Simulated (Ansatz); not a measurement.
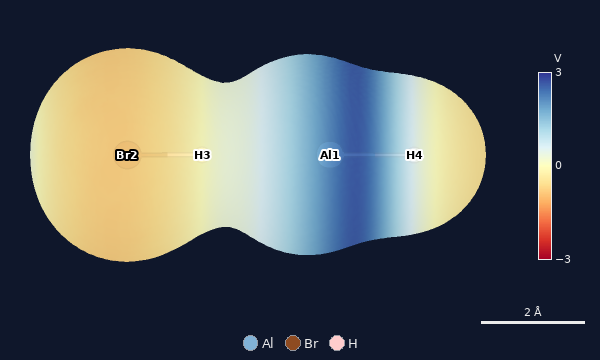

AlH···HBr. The electrostatic potential painted on the density surface at 0.002 e/bohr³, seen across its widest extent; the colour scale runs from red (negative) to blue (positive).

The product side of a reaction path; geometry: PBE0-D4/def2-TZVP.

Computed with RKS PBE0-D4/def2-TZVPP (Ansatz 0.2.0).

```xyz
4

Al   -1.0629    0.4499    0.3394
Br    2.4336   -1.0311   -0.7820
H     1.1450   -0.4858   -0.3709
H    -2.5157    1.0671    0.8135
```

Which sites attract a positive test charge, and which a negative one?

A positive charge is drawn to the negative regions and a negative charge to the positive ones. The most negative region (about −0.8 V, or −18 kcal/mol for a unit charge) lies over Br2, the most positive (about +2.6 V, or +60 kcal/mol for a unit charge) over Al1. Br2 shows a σ-hole: about +0.3 V at the tip opposite its bond, against about −0.7 V, or −16 kcal/mol for a unit charge on its flanks.
